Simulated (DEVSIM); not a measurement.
System: W/AlN/p-Ge capacitor, at 400 K.

```tsv
layer (left to right)	material	thickness (nm)	Na (cm⁻³)
1	AlN	16.0	-
2	Ge	1200	2.6e17
```

Metal gate on the left, work function 4.6 eV. Fixed charge at the semiconductor interface 0 cm⁻² (in units of +e); no interface traps.

Constants are typed, rounded textbook-type inputs, not results; the design itself was drawn at random and stands for no fabricated device. Values at 300 K; Nc and Nv go as T^1.5, mobilities as T to minus their exponent, the gap by Varshni's rule with the affinity fixed.

```csv
parameter,AlN,Ge
gap (eV),6.1,0.664
affinity (eV),1.9,4
permittivity,8.5,16
Nc (cm⁻³),-,1.04e19
Nv (cm⁻³),-,6e18
Varshni α (eV/K),-,0.000477
Varshni β (K),-,235
```

Simulated with DEVSIM: 1D Poisson equation in equilibrium, Boltzmann statistics, complete ionisation; no quantum confinement or tunnelling. Metal contacts follow the ideal Schottky-Mott rule: no Fermi-level pinning, no interface dipoles.

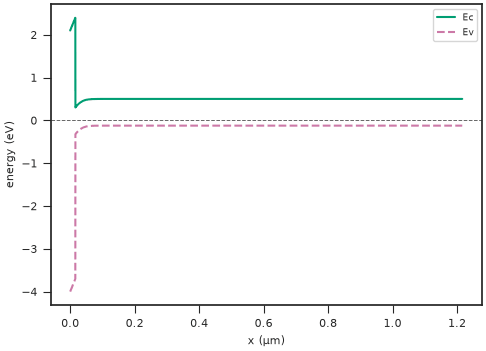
Figure. Band edges at 0.6 V on the gate

Energies count from the Fermi level of the right contact; mesh points crowd at the junctions.

```
x (μm)    Ec (eV)  Ev (eV)  n (cm⁻³)  p (cm⁻³)  field (V/cm)
--------  -------  -------  --------  --------  ------------
0.000       2.100   -4.000     < 1e2     < 1e2        190000
0.001212    2.123   -3.977     < 1e2     < 1e2        190000
0.003500    2.166   -3.934     < 1e2     < 1e2        190000
0.007821    2.246   -3.854     < 1e2     < 1e2        190000
0.01319     2.347   -3.753     < 1e2     < 1e2        190000
0.01516     2.384   -3.716     < 1e2     < 1e2        190000
0.01621     0.301   -0.323    2.6e15    7.9e14         99000
0.01851     0.323   -0.301    1.4e15    1.5e15         92000
0.02257     0.358   -0.266    4.9e14    4.1e15         80000
0.03111     0.416   -0.208    9.2e13    2.2e16         56000
0.04909     0.479   -0.145    1.5e13    1.4e17         18000
0.1062      0.501   -0.123    7.8e12    2.6e17           120
0.2072      0.501   -0.123    7.8e12    2.6e17           ≈ 0
0.4198      0.501   -0.123    7.8e12    2.6e17           ≈ 0
0.8790      0.501   -0.123    7.8e12    2.6e17           ≈ 0
1.056       0.501   -0.123    7.8e12    2.6e17           ≈ 0
1.141       0.501   -0.123    7.8e12    2.6e17           ≈ 0
1.181       0.501   -0.123    7.8e12    2.6e17           ≈ 0
1.204       0.501   -0.123    7.8e12    2.6e17           ≈ 0
1.211       0.501   -0.123    7.8e12    2.6e17           ≈ 0
1.214       0.501   -0.123    7.8e12    2.6e17           ≈ 0
1.216       0.501   -0.123    7.8e12    2.6e17           ≈ 0
```
